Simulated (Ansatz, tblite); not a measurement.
# The cluster Ge4+: which isomer is lowest

Aim: relax the candidate shapes of the cluster Ge4+ that a cheap search turned up, and see how the levels of theory order them.

Computed with Ansatz 0.2.0, Gaussian basis. Level: relaxed with r2SCAN-D4/def2-SVP, doublet.

2 further runs of the same task are left out: 2 set aside as unsound or not needed. Runs told in other sessions of the task aren't counted.

### 1 The system as given

4 atoms, charge 1, spin multiplicity 2.

Atoms are counted from 1 here; the program's logs count them from 0.

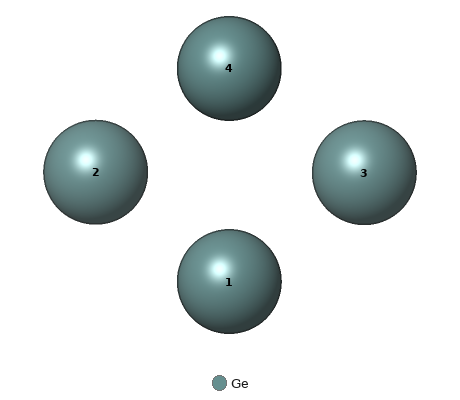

The starting geometry (germanium teal); atoms are numbered from 1 in the order of the file.

The ion is computed in the gas phase, without counter-ions or solvent.

A search from random starts with GFN1-xTB found 3 distinct shapes; 2 go on here. The structure above is candidate A, which lies 0.00 eV above the lowest at that level; B lies 0.51 eV above the lowest at that level.

### 2 Relaxing candidate A

The input, in.yaml:

```yaml
crystal:
  periodic: [false, false, false]
  atoms:
    - {symbol: Ge, position_ang: [-0.228320, 0.804540, -1.198250]}
    - {symbol: Ge, position_ang: [1.765720, 0.482240, 0.024240]}
    - {symbol: Ge, position_ang: [-1.618610, -0.826770, -0.210560]}
    - {symbol: Ge, position_ang: [0.081210, -0.460010, 1.384580]}
basis:
  gaussian: {orbitals: def2-SVP}
total_charge: 1
magnetization: {spin_polarized: true, initial_magnetization: 1}
hamiltonian: {xc: r2scan, dispersion: d4}
scf: {lower_state_search: "off"}
output: {orbitals: {seedname: orbitals}}
relax: {f_tol: 0.02, max_steps: 100}
```

On the command line:

```console
$ ansatz run in.yaml --threads 4 --pin off --events-out ev --progress --plain --max-ram 4787MiB
```

Output, cut to the lines that bear on the results:

```text
Functional definition: r2SCAN
  name "r2SCAN"
  cite "Furness, Kaplan, Ning, Perdew & Sun, J. Phys. Chem. Lett. 11, 8208 (2020) doi:10.1021/acs.jpclett.0c02405"
  cite "Furness, Kaplan, Ning, Perdew & Sun, J. Phys. Chem. Lett. 11, 9248 (2020) doi:10.1021/acs.jpclett.0c03077"
  parent r2scan
[...]
1404 factors; their error is unknown
[...]
mean field -226036.88789105 eV, -8306.7024166906 hartree, gradient 7.6e-6 eV, S^2 0.763594; 0 other end points of the search recorded, 0 dependent functions left out
[...]
reference -226036.88790215 eV, -8306.7024170986 hartree; 64, 63 occupied and 64, 65 virtual orbitals, 1404 factors
relax step   1: F+E_penalty+E_count = -226036.92863819 eV  Δ(F+E_penalty+E_count) = +0.000e0 eV  max|allowed force component| = 1.002e0 eV/Å  Δτ_max = 0.0000 Å  (21 SCF iters, accepted)
[...]
relax step   5: F+E_penalty+E_count = -226037.11119071 eV  Δ(F+E_penalty+E_count) = -1.239e-3 eV  max|allowed force component| = 2.413e-2 eV/Å  Δτ_max = 0.0097 Å  (23 SCF iters, accepted)
[...]
relax step   6: F+E_penalty+E_count = -226037.11124940 eV  Δ(F+E_penalty+E_count) = -5.869e-5 eV  max|allowed force component| = 2.072e-3 eV/Å  Δτ_max = 0.0026 Å  (18 SCF iters, accepted)
Total energy: -226037.11126068 eV, -8306.7106253732 hartree
Atom 0 at    -0.152452     0.622200    -1.270473 Å, force     0.000070     0.000352    -0.001068 eV/Å
Atom 1 at     1.822578     0.704763     0.126465 Å, force    -0.002072    -0.000563    -0.000114 eV/Å
Atom 2 at    -1.822426    -0.705115    -0.126649 Å, force     0.001886     0.000897     0.000292 eV/Å
Atom 3 at     0.152300    -0.621849     1.270667 Å, force     0.000117    -0.000687     0.000890 eV/Å
Dipole moment:    -0.000003     0.000014     0.000007 e Å
Checks for a lower state left out: stability, starts, cluster_reference, orbital_swaps, neighbouring_geometries, increment
```

Run time: 18 s. Hardware: 4 threads of Arm Neoverse V2, shared host.

Step by step:

| step | energy from step 1 (eV) | largest force component (eV/Å) |
| --- | --- | --- |
| 1 | 0.0000 | 1.0017 |
| 2 | -0.1125 | 0.3785 |
| 3 | -0.1569 | 0.2172 |
| 4 | -0.1813 | 0.1150 |
| 5 | -0.1826 | 0.0241 |
| 6 | -0.1826 | 0.0021 |

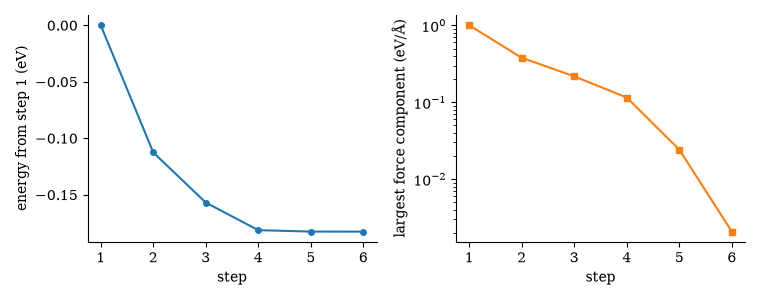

Energy and force, step by step.

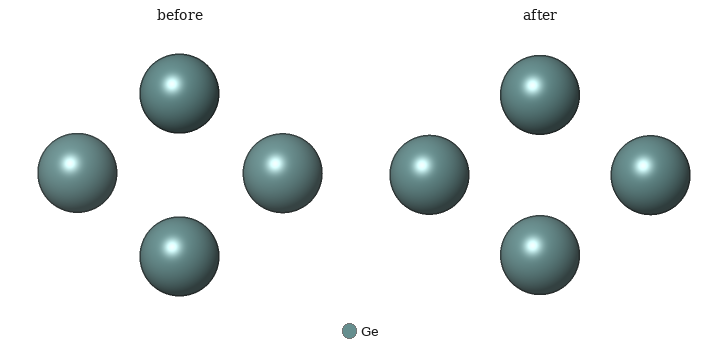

Before and after, at one scale.

Distances of close pairs at the start and the end, largest changes first:

| bond | before (Å) | after (Å) | change (Å) |
| --- | --- | --- | --- |
| Ge3–Ge4 | 2.360 | 2.421 | +0.061 |
| Ge1–Ge3 | 2.360 | 2.421 | +0.061 |
| Ge1–Ge2 | 2.361 | 2.421 | +0.059 |
| Ge2–Ge4 | 2.361 | 2.421 | +0.059 |
| Ge1–Ge4 | 2.892 | 2.846 | -0.047 |

### 3 Relaxing candidate B

The input, in.yaml:

```yaml
crystal:
  periodic: [false, false, false]
  atoms:
    - {symbol: Ge, position_ang: [-0.545900, 0.121840, -1.882350]}
    - {symbol: Ge, position_ang: [0.022570, -1.429880, 1.945800]}
    - {symbol: Ge, position_ang: [-0.285040, 1.710120, -0.155520]}
    - {symbol: Ge, position_ang: [0.808380, -0.402080, 0.092070]}
basis:
  gaussian: {orbitals: def2-SVP}
total_charge: 1
magnetization: {spin_polarized: true, initial_magnetization: 1}
hamiltonian: {xc: r2scan, dispersion: d4}
scf: {lower_state_search: "off"}
output: {orbitals: {seedname: orbitals}}
relax: {f_tol: 0.02, max_steps: 100}
```

The command is unchanged.

Output, cut to the lines that bear on the results:

```text
Functional definition: r2SCAN
  name "r2SCAN"
  cite "Furness, Kaplan, Ning, Perdew & Sun, J. Phys. Chem. Lett. 11, 8208 (2020) doi:10.1021/acs.jpclett.0c02405"
  cite "Furness, Kaplan, Ning, Perdew & Sun, J. Phys. Chem. Lett. 11, 9248 (2020) doi:10.1021/acs.jpclett.0c03077"
  parent r2scan
[...]
1404 factors; their error is unknown
[...]
mean field -226035.80697493 eV, -8306.6626937559 hartree, gradient 6.9e-6 eV, S^2 0.778745; 0 other end points of the search recorded, 0 dependent functions left out
[...]
reference -226035.80698676 eV, -8306.6626941908 hartree; 64, 63 occupied and 64, 65 virtual orbitals, 1404 factors
relax step   1: F+E_penalty+E_count = -226035.84891821 eV  Δ(F+E_penalty+E_count) = +0.000e0 eV  max|allowed force component| = 1.147e0 eV/Å  Δτ_max = 0.0000 Å  (32 SCF iters, accepted)
[...]
relax step   9: F+E_penalty+E_count = -226036.77942783 eV  Δ(F+E_penalty+E_count) = -5.610e-3 eV  max|allowed force component| = 3.818e-2 eV/Å  Δτ_max = 0.0271 Å  (29 SCF iters, accepted)
[...]
relax step  10: F+E_penalty+E_count = -226036.77957678 eV  Δ(F+E_penalty+E_count) = -1.489e-4 eV  max|allowed force component| = 5.723e-3 eV/Å  Δτ_max = 0.0043 Å  (29 SCF iters, accepted)
Total energy: -226036.77958834 eV, -8306.6984366393 hartree
Atom 0 at    -0.199618     0.527912    -2.122071 Å, force     0.000981     0.000257    -0.003658 eV/Å
Atom 1 at     0.197567    -0.529504     2.122188 Å, force    -0.000485     0.002102    -0.001727 eV/Å
Atom 2 at    -0.699320     0.949922     0.301118 Å, force    -0.001475     0.000189     0.005723 eV/Å
Atom 3 at     0.701381    -0.948330    -0.301235 Å, force     0.000979    -0.002548    -0.000338 eV/Å
Dipole moment:    -0.000099    -0.000253     0.000571 e Å
Checks for a lower state left out: stability, starts, cluster_reference, orbital_swaps, neighbouring_geometries, increment
```

Run time: 36 s. Hardware: 4 threads of Arm Neoverse V2, shared host.

Relaxation path:

| step | energy from step 1 (eV) | largest force component (eV/Å) |
| --- | --- | --- |
| 1 | 0.0000 | 1.1466 |
| 2 | -0.1435 | 0.4563 |
| 3 | -0.2407 | 0.2344 |
| 4 | -0.3327 | 0.3465 |
| 5 | -0.5124 | 0.8390 |
| 6 | -0.7791 | 0.4613 |
| 7 | -0.9087 | 0.2579 |
| 8 | -0.9249 | 0.2235 |
| 9 | -0.9305 | 0.0382 |
| 10 | -0.9307 | 0.0057 |

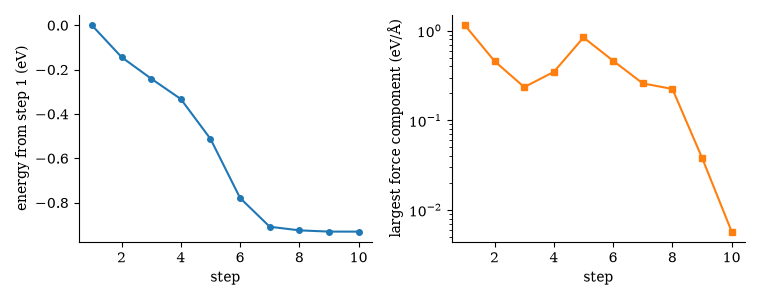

Energy and largest force along the relaxation.

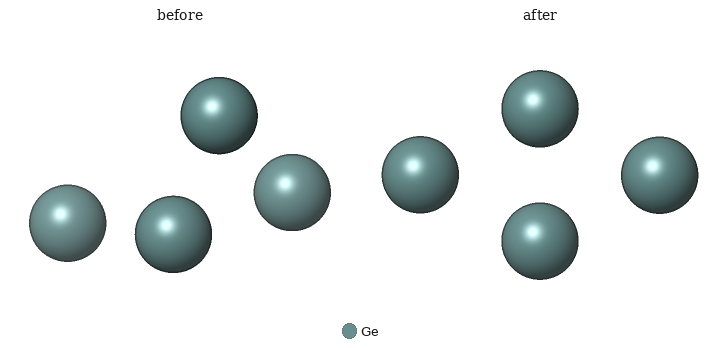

The geometry before (left) and after (right).

Close pairs (by a distance rule), those that changed most:

| bond | before (Å) | after (Å) | change (Å) |
| --- | --- | --- | --- |
| Ge2–Ge3 | 3.791 | 2.512 | -1.279 |
| Ge2–Ge4 | 2.261 | 2.510 | +0.250 |
| Ge1–Ge3 | 2.361 | 2.510 | +0.149 |
| Ge1–Ge4 | 2.451 | 2.511 | +0.060 |
| Ge3–Ge4 | 2.391 | 2.435 | +0.043 |

### 4 The relaxed candidates

| candidate | point group | bonds (count, mean Å) | energy above the lowest (kcal/mol) |
| --- | --- | --- | --- |
| A | D2h | Ge–Ge 5, 2.51 | 0.0 |
| B | D2h | Ge–Ge 5, 2.50 | 7.6 |

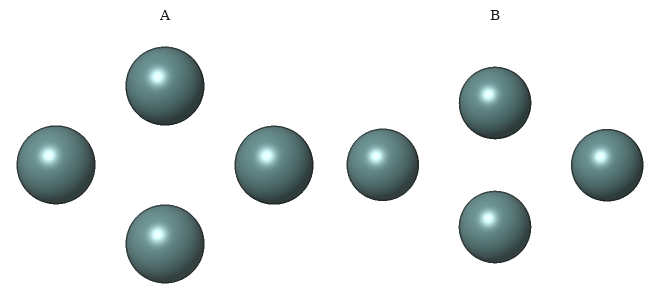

The candidates after relaxation.

### 5 Candidate B, GFN1-xTB

Tight binding, by tblite at 300 K electronic temperature and without a spin-polarisation term:

```python
tblite.interface.Calculator('GFN1-xTB', numbers, positions, charge=1, uhf=1).singlepoint()
```

Energy -168.2999 eV; 0.004 s.

### 6 Candidate B, GFN2-xTB

Tight binding, by tblite at 300 K electronic temperature and without a spin-polarisation term:

```python
tblite.interface.Calculator('GFN2-xTB', numbers, positions, charge=1, uhf=1).singlepoint()
```

Energy -199.0039 eV; 0.006 s.

### 7 Candidate B, PBE0-D4/def2-TZVP

start.molden holds the orbitals of an earlier run on this state, given as this run's starting guess.

The input, in.yaml:

```yaml
crystal:
  periodic: [false, false, false]
  atoms:
    - {symbol: Ge, position_ang: [-0.199618, 0.527912, -2.122071]}
    - {symbol: Ge, position_ang: [0.197567, -0.529504, 2.122188]}
    - {symbol: Ge, position_ang: [-0.699320, 0.949922, 0.301118]}
    - {symbol: Ge, position_ang: [0.701381, -0.948330, -0.301235]}
basis:
  gaussian: {orbitals: def2-TZVP, initial_orbitals: start.molden}
total_charge: 1
magnetization: {spin_polarized: true, initial_magnetization: 1}
hamiltonian: {xc: pbe0, dispersion: d4}
scf: {omitted_lower_state_checks: [starts]}
output: {orbitals: {seedname: orbitals}}
```

The command is unchanged.

Output, cut to the lines that bear on the results:

```text
Functional definition: PBE0
  name "PBE0"
  cite "Adamo & Barone, J. Chem. Phys. 110, 6158 (1999) doi:10.1063/1.478522"
  cite "Perdew, Burke & Ernzerhof, Phys. Rev. Lett. 77, 3865 (1996) doi:10.1103/PhysRevLett.77.3865"
  parent pbe
[...]
1306 factors; integrals over basis functions are off by at most 6.1e-4 eV
[...]
mean field -226037.37171520 eV, -8306.7201969002 hartree, gradient 1.9e-5 eV, S^2 0.761747; 0 other end points of the search recorded, 0 dependent functions left out
reference -226037.37173902 eV, -8306.7201977756 hartree; 64, 63 occupied and 128, 129 virtual orbitals, 1306 factors
Total energy: -226037.55865659 eV, -8306.7270668694 hartree
Checks for a lower state left out: starts
```

It took 7.5 s on 4 threads of Arm Neoverse V2, shared host; peak memory 0.8 GiB.

From the report: HOMO -11.22 eV, LUMO -9.31 eV (over both spins); ⟨S²⟩ 0.762 (pure: 0.75).

### 8 Candidate B, PBE-D4/def2-TZVP

Edit in.yaml of step 7 so:

```diff
@@ -11,4 +11,4 @@
 magnetization: {spin_polarized: true, initial_magnetization: 1}
-hamiltonian: {xc: pbe0, dispersion: d4}
+hamiltonian: {xc: pbe, dispersion: d4}
 scf: {omitted_lower_state_checks: [starts]}
-output: {orbitals: {seedname: orbitals}}
+output: {forces: true, orbitals: {seedname: orbitals}}
```

The command is unchanged.

Output, cut to the lines that bear on the results:

```text
Functional definition: PBE
  name "PBE"
  cite "Perdew, Burke & Ernzerhof, Phys. Rev. Lett. 77, 3865 (1996) doi:10.1103/PhysRevLett.77.3865"
  parent pbe
[...]
1432 factors; their error is unknown
[...]
mean field -226032.22391608 eV, -8306.5310187717 hartree, gradient 1.7e-6 eV, S^2 0.755839; 0 other end points of the search recorded, 0 dependent functions left out
[...]
reference -226032.22394780 eV, -8306.5310199376 hartree; 64, 63 occupied and 128, 129 virtual orbitals, 1432 factors
Total energy: -226032.44226924 eV, -8306.5390431026 hartree
Atom 0 at    -0.199618     0.527912    -2.122071 Å, force    -0.026107     0.070921    -0.286058 eV/Å
Atom 1 at     0.197567    -0.529504     2.122188 Å, force     0.026062    -0.069033     0.280573 eV/Å
Atom 2 at    -0.699320     0.949922     0.301118 Å, force    -0.227007     0.306576     0.101681 eV/Å
Atom 3 at     0.701381    -0.948330    -0.301235 Å, force     0.227052    -0.308464    -0.096196 eV/Å
Dipole moment:    -0.000025    -0.000195     0.000560 e Å
Checks for a lower state left out: starts
```

Wall time 4 s (4 threads of Arm Neoverse V2, shared host).

HOMO -10.40 eV, LUMO -10.13 eV (over both spins); ⟨S²⟩ 0.756 (pure: 0.75).

### 9 Candidate B, r2SCAN-D4/def2-TZVP

Edit in.yaml of step 8 so:

```diff
@@ -11,4 +11,4 @@
 magnetization: {spin_polarized: true, initial_magnetization: 1}
-hamiltonian: {xc: pbe, dispersion: d4}
+hamiltonian: {xc: r2scan, dispersion: d4}
 scf: {omitted_lower_state_checks: [starts]}
-output: {forces: true, orbitals: {seedname: orbitals}}
+output: {orbitals: {seedname: orbitals}}
```

Launched as before.

Output:

```text
Functional definition: r2SCAN
  name "r2SCAN"
  cite "Furness, Kaplan, Ning, Perdew & Sun, J. Phys. Chem. Lett. 11, 8208 (2020) doi:10.1021/acs.jpclett.0c02405"
  cite "Furness, Kaplan, Ning, Perdew & Sun, J. Phys. Chem. Lett. 11, 9248 (2020) doi:10.1021/acs.jpclett.0c03077"
  parent r2scan
  parameter k0 = 0.174
  parameter k1 = 0.065
  parameter a1 = 4.9479
  exchange = r2scan_x(k0 = k0, k1 = k1, a1 = a1)
  correlation = r2scan_c
these checks for a lower state are left out or cut short: starts
1432 factors; their error is unknown
mean field evaluation 1: about -226064.6755 eV, gradient 7.7e0 eV
mean field evaluation 2: about -226064.7608 eV, gradient 1.2e-1 eV
mean field evaluation 4: about -226064.7283 eV, gradient 3.7e-4 eV
mean field -226064.72827621 eV, -8307.7255319743 hartree, gradient 2.2e-5 eV, S^2 0.764141; 0 other end points of the search recorded, 0 dependent functions left out
reference -226064.72828782 eV, -8307.7255324010 hartree; 64, 63 occupied and 128, 129 virtual orbitals, 1432 factors
Total energy: -226064.76732304 eV, -8307.7269669187 hartree
Checks for a lower state left out: starts
```

It took 8 s on 4 threads of Arm Neoverse V2, shared host.

Report: HOMO -10.63 eV, LUMO -9.93 eV (over both spins); ⟨S²⟩ 0.764 (pure: 0.75).

### 10 Candidate B, B97M-V/def2-TZVP

Edit in.yaml of step 9 so:

```diff
@@ -11,3 +11,3 @@
 magnetization: {spin_polarized: true, initial_magnetization: 1}
-hamiltonian: {xc: r2scan, dispersion: d4}
+hamiltonian: {xc: {name: B97M-V}}
 scf: {omitted_lower_state_checks: [starts]}
```

Launched as before.

Output, cut to the lines that bear on the results:

```text
Functional definition: B97M-V
  name "B97M-V"
  cite "Mardirossian & Head-Gordon, J. Chem. Phys. 142, 074111 (2015) doi:10.1063/1.4907719"
  cite "Becke, J. Chem. Phys. 107, 8554 (1997) doi:10.1063/1.475007"
  cite "Vydrov & Van Voorhis, J. Chem. Phys. 133, 244103 (2010) doi:10.1063/1.3521275"
  # Of w^i u^j: cxij and so on, Table III.
[...]
  gx(w, u) = cx00 + cx01*u + cx02*u^2 + (cx10 + cx11*u)*w
  gss(w, u) = css00 + css02*u^2 + css10*w + (css32*w^3 + css42*w^4)*u^2
  gos(w, u) = cos00 + cos01*u + cos03*u^3 + cos10*w + cos32*w^3*u^2
[...]
      + integral(e_c_pw_mod_opposite_spin*gos(b97_w_opposite, b97_u_opposite)) + vv10(b, c)
[...]
1432 factors; their error is unknown
[...]
mean field -226023.04218465 eV, -8306.1935963653 hartree, gradient 7.2e-6 eV, S^2 0.758138; 0 other end points of the search recorded, 0 dependent functions left out
reference -226023.04223137 eV, -8306.1935980823 hartree; 64, 63 occupied and 128, 129 virtual orbitals, 1432 factors
Total energy: -226023.04223137 eV, -8306.1935980823 hartree
Checks for a lower state left out: starts
```

Run time: 16 s. Hardware: 4 threads of Arm Neoverse V2, shared host; peak memory 0.55 GiB.

HOMO -10.50 eV, LUMO -10.06 eV (over both spins); ⟨S²⟩ 0.758 (pure: 0.75).

### 11 Candidate B, LC-ωPBE/def2-TZVP

Edit in.yaml of step 10 so:

```diff
@@ -11,3 +11,3 @@
 magnetization: {spin_polarized: true, initial_magnetization: 1}
-hamiltonian: {xc: {name: B97M-V}}
+hamiltonian: {xc: {name: LC-wPBE}}
 scf: {omitted_lower_state_checks: [starts]}
```

The command is unchanged.

Output, cut to the lines that bear on the results:

```text
Functional definition: LC-wPBE
  name "LC-wPBE"
  cite "Vydrov & Scuseria, J. Chem. Phys. 125, 234109 (2006) doi:10.1063/1.2409292"
  cite "Heyd & Scuseria, J. Chem. Phys. 120, 7274 (2004) doi:10.1063/1.1668634"
  cite "Ernzerhof & Perdew, J. Chem. Phys. 109, 3313 (1998) doi:10.1063/1.476928"
  cite "Perdew, Burke & Ernzerhof, Phys. Rev. Lett. 77, 3865 (1996) doi:10.1103/PhysRevLett.77.3865"
  parent pbe
[...]
1432 factors; their error is unknown
338 factors; integrals over basis functions are off by at most 5.5e-5 eV
[...]
mean field -226033.84251089 eV, -8306.5905010340 hartree, gradient 8.3e-6 eV, S^2 0.775339; 0 other end points of the search recorded, 0 dependent functions left out
reference -226033.84251090 eV, -8306.5905010341 hartree; 64, 63 occupied and 128, 129 virtual orbitals, 1432 factors
Total energy: -226033.84251090 eV, -8306.5905010341 hartree
Checks for a lower state left out: starts
```

Wall time 14 s (4 threads of Arm Neoverse V2, shared host); peak memory 0.97 GiB.

From the report: HOMO -13.42 eV, LUMO -7.12 eV (over both spins); ⟨S²⟩ 0.775 (pure: 0.75).

### 12 Candidate B, CCSD(T)/def2-SVP

Edit in.yaml of step 11 so:

```diff
@@ -8,7 +8,7 @@
 basis:
-  gaussian: {orbitals: def2-TZVP, initial_orbitals: start.molden}
+  gaussian: {orbitals: def2-SVP, initial_orbitals: start.molden}
 total_charge: 1
 magnetization: {spin_polarized: true, initial_magnetization: 1}
-hamiltonian: {xc: {name: LC-wPBE}}
-scf: {omitted_lower_state_checks: [starts]}
+correlation: {method: ccsd_t}
+scf: {omitted_lower_state_checks: [starts, cluster_reference]}
 output: {orbitals: {seedname: orbitals}}
```

Launched as before.

Output, cut to the lines that bear on the results:

```text
Functional definition: HF
  name "HF"
  cite "Fock, Z. Phys. 61, 126 (1930) doi:10.1007/BF01340294"
  parent pbe
[...]
1258 factors; integrals over basis functions are off by at most 5.9e-4 eV
[...]
mean field -225858.85375435 eV, -8300.1597828427 hartree, gradient 7.2e-6 eV, S^2 0.802028; 0 other end points of the search recorded, 0 dependent functions left out
36 core orbitals not correlated: weight in the atoms' cores, before any rotation towards them, 1.000 or more for the frozen orbitals, at most 0.000 for the correlated occupied ones
reference -225858.85375435 eV, -8300.1597828427 hartree; 28, 27 occupied and 64, 65 virtual orbitals, 1258 factors
second order -22.70095592 eV of doubles, -0.00000000 eV of singles
cycle   1  -21.08567368 eV  change     1.6e0 eV  update   1.6e-1
[...]
cycle  11  -22.09118399 eV  change   -4.4e-5 eV  update   3.1e-5
perturbative correction -1.11755340 eV, -0.0410693301 hartree
Total energy: -225882.06249174 eV, -8301.0126882106 hartree
Checks for a lower state left out: starts, cluster_reference
```

Run time: 43 s. Hardware: 4 threads of Arm Neoverse V2, shared host; peak memory 1.5 GiB.

From the report: Hartree-Fock HOMO -12.96 eV, LUMO -5.84 eV (over both spins); ⟨S²⟩ 0.802 (pure: 0.75); T1 0.015.

### 13 B against A

The energies of A at these levels come from its own runs, whose logs aren't repeated here.

| level | B above A (kcal/mol) | time |
| --- | --- | --- |
| GFN1-xTB | +5.2 | 0.008 s |
| GFN2-xTB | +0.5 | 0.01 s |
| HF/def2-SVP† | -2.7 |  |
| PBE-D4/def2-TZVP | +8.4 | 7.3 s |
| r2SCAN-D4/def2-TZVP | +7.6 | 17 s |
| B97M-V/def2-TZVP | +7.6 | 29 s |
| PBE0-D4/def2-TZVP | +6.5 | 15 s |
| LC-ωPBE/def2-TZVP | +1.5 | 27 s |
| MP2/def2-SVP† | +4.0 |  |
| CCSD/def2-SVP† | +5.0 |  |
| CCSD(T)/def2-SVP† | +7.5 | 98 s |

Times add the two runs; a level without a time comes out of a correlated run. † marks a level with a doubtful state (flagged, unstable, out of aufbau order, or strongly spin-contaminated); such levels are left out of the summary. CCSD(T)/def2-SVP is no safe reference here (spin contamination).

### 14 Results

| quantity | value |
| --- | --- |
| B above A, range of the levels free of doubt, tight binding aside | +1.5 to +8.4 kcal/mol |
| levels that put B lower | none |

In words: All levels free of doubt put A (D2h) below B (D2h), by 0.5 to 8.4 kcal/mol. A random search of this size may have missed the true lowest shape. Only doublets are compared; another spin may lie lower and prefer another shape.
